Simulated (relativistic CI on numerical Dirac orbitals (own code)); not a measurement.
# Ta²⁺: one ion under different settings

Aim: see what numerical and physical settings do to the SCF, the total energy and the lowest levels of Ta²⁺.

The numbers are computed with relativistic CI on numerical Dirac orbitals (own code) version 3 (Dirac-Coulomb-Breit CI, KLI orbitals optimised for each configuration, model QED (radiative potential, 1s self-energy scaled to tabulated hydrogen-like ionisation energies), numerical settings as typed), except any that are marked as measured or tabulated.

**1. What is computed**

```
ion            : Ta²⁺ (Ta III)
nuclear charge : 73
electrons      : 71
isotope        : A = 181
```

**2. Usual settings**

Input settings:

```ini
atom Ta  Z=73  charge=2  electrons=71
nucleus A=181  rms_radius_fm=5.3507
hamiltonian dirac-coulomb  breit=on  qed=on  c_scale=1
orbitals kli  potential=per-configuration
slater_scale 1
correlation none
mixing on
grid step=0.0125 r_max=86.5
scf mixing=0.4 start=green max_iterations=150 tolerance=2e-08 node_fill=0.05
configurations
  [Xe] 4f14 5d3
  [Xe] 4f14 5d 6s2
end
```

Launch:

```sh
$ python run_levels.py task.json out
```

task.json lists these runs, among others, and the program works through them in turn.

**3. Breit term off, tolerance 1e-05**

Input settings:

```ini
atom Ta  Z=73  charge=2  electrons=71
nucleus A=181  rms_radius_fm=5.3507
hamiltonian dirac-coulomb  breit=off  qed=on  c_scale=1
orbitals kli  potential=per-configuration
slater_scale 1
correlation none
mixing on
grid step=0.0125 r_max=86.5
scf mixing=0.4 start=green max_iterations=150 tolerance=1e-05 node_fill=0.05
configurations
  [Xe] 4f14 5d3
  [Xe] 4f14 5d 6s2
end
```

**4. Speed-of-light factor 1.25, end of the grid 60.55**

Input settings:

```ini
atom Ta  Z=73  charge=2  electrons=71
nucleus A=181  rms_radius_fm=5.3507
hamiltonian dirac-coulomb  breit=on  qed=on  c_scale=1.25
orbitals kli  potential=per-configuration
slater_scale 1
correlation none
mixing on
grid step=0.0125 r_max=60.55
scf mixing=0.4 start=green max_iterations=150 tolerance=2e-08 node_fill=0.05
configurations
  [Xe] 4f14 5d3
  [Xe] 4f14 5d 6s2
end
```

**5. Node fill 50**

Input settings:

```ini
atom Ta  Z=73  charge=2  electrons=71
nucleus A=181  rms_radius_fm=5.3507
hamiltonian dirac-coulomb  breit=on  qed=on  c_scale=1
orbitals kli  potential=per-configuration
slater_scale 1
correlation none
mixing on
grid step=0.0125 r_max=86.5
scf mixing=0.4 start=green max_iterations=61 tolerance=2e-08 node_fill=50
configurations
  [Xe] 4f14 5d3
  [Xe] 4f14 5d 6s2
end
```

**6. Tolerance 0.05**

Settings: those of step 5 with these lines changed.

```diff
@@ -8,3 +8,3 @@
 grid step=0.0125 r_max=86.5
-scf mixing=0.4 start=green max_iterations=61 tolerance=2e-08 node_fill=50
+scf mixing=0.4 start=green max_iterations=72 tolerance=0.05 node_fill=0.05
 configurations
```

(Steps that only read results are left out.)

Before running it: what results should come out? Wanted: lowest level, usual settings; total energy; first excitation.

The runs gave:

| setting | total energy less usual (Ha) | largest shift of a level among the lowest eight of both runs, same label and place (cm⁻¹) | SCF iterations | time | lowest level | kind of change |
| --- | --- | --- | --- | --- | --- | --- |
| usual | 0 | 0 | 27 | 0.25 s | 5d3 4F3/2 | - |
| Breit term off, tolerance 1e-05 | -16.4 | 203 | 22 | 0.21 s | 5d3 4F3/2 | model term |
| speed-of-light factor 1.25, end of the grid 60.55 | 315 | 1850 | 25 | 0.24 s | 5d3 4F3/2 | unphysical constant |
| node fill 50 | 1.38 | 2870 | 30 | 0.27 s | 5d3 4F3/2 | unsound |
| tolerance 0.05 | -0.000445 | 83.6 | 12 | 0.18 s | 5d3 4F3/2 | unsound |

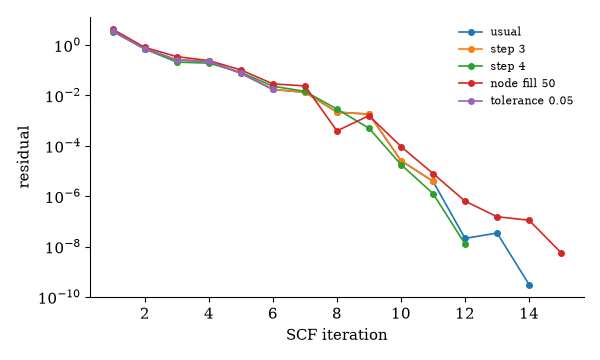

Residual of the first configuration's SCF.

| quantity | value |
| --- | --- |
| lowest level, usual settings | 5d3 4F3/2 |
| total energy | -15588.3846 Ha |
| first excitation | 1767.6 cm⁻¹ |

In words: Among the runs whose levels can be followed, they move most under «node fill 50» (unsound), by up to 2870 cm⁻¹. Only the listed configurations are in the model. In a near-neutral ion this small CI can misplace whole configurations by 10,000 cm⁻¹ or more, above all where the count of f electrons changes.
